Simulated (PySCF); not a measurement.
Input file:

```
{"job": {"kind": "uv", "xc": "PBE0", "basis": "def2-SVPD", "nstates": 6, "ntriplets": 2}, "charge": 0, "multiplicity": 1}
C     -2.322910     0.211054    -0.172616
C     -1.157172    -0.254394     0.692997
C      0.196950     0.148187     0.100941
B      1.481313    -0.332564     0.869969
As     3.248936     0.548087     0.562114
H     -3.272060    -0.083529     0.269929
H     -2.259033    -0.224957    -1.168095
H     -2.315345     1.294867    -0.273213
H     -1.255414     0.177649     1.691801
H     -1.196176    -1.340742     0.800231
H      0.259901    -0.269175    -0.914061
H      0.207604     1.235746    -0.047646
H      1.387483    -1.180629     1.678141
H      3.958206    -0.736397     0.249068
H      3.033303     0.814786    -0.901060
```

Run with:

```sh
OMP_NUM_THREADS=1 python probes_run.py task.json out
```

Geometry: GFN2-xTB.

Theory: PBE0/def2-SVPD, SCF density, gas phase (PySCF 2.14.0).

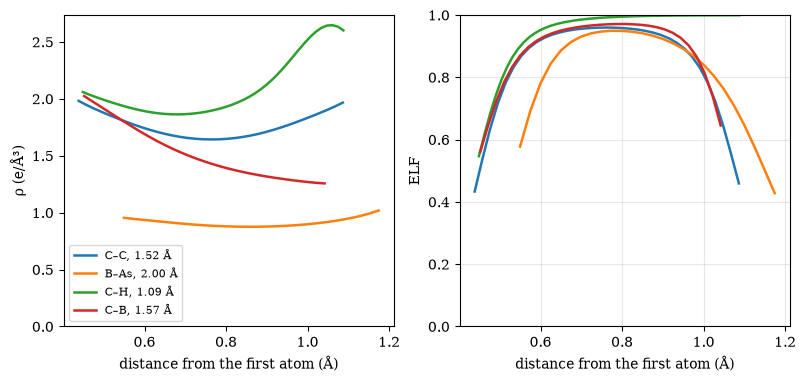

C$_{3}$H$_{10}$AsB. Electron density and electron localisation function along straight lines between neighbouring atoms. The curves leave out the atomic cores.

Q: Compare the contacts.

A: C–C (1.52 Å): the density is about 1.6 e/Å³ at the midpoint; the ELF peaks at about 0.95 between the atoms, as expected for a shared electron pair.
B–As (2.00 Å): ρ at the midpoint is about 0.9 e/Å³; the ELF peaks at about 0.95 between the atoms: localised, covalent bonding.
C–H (1.09 Å): ρ at the midpoint is about 1.9 e/Å³; the ELF climbs to about 1 towards the hydrogen, as it does in any bond to H (an ordinary covalent bond to hydrogen).
C–B (1.57 Å): ρ at the midpoint is about 1.4 e/Å³; the ELF peaks at about 1 between the atoms (a covalent bond).
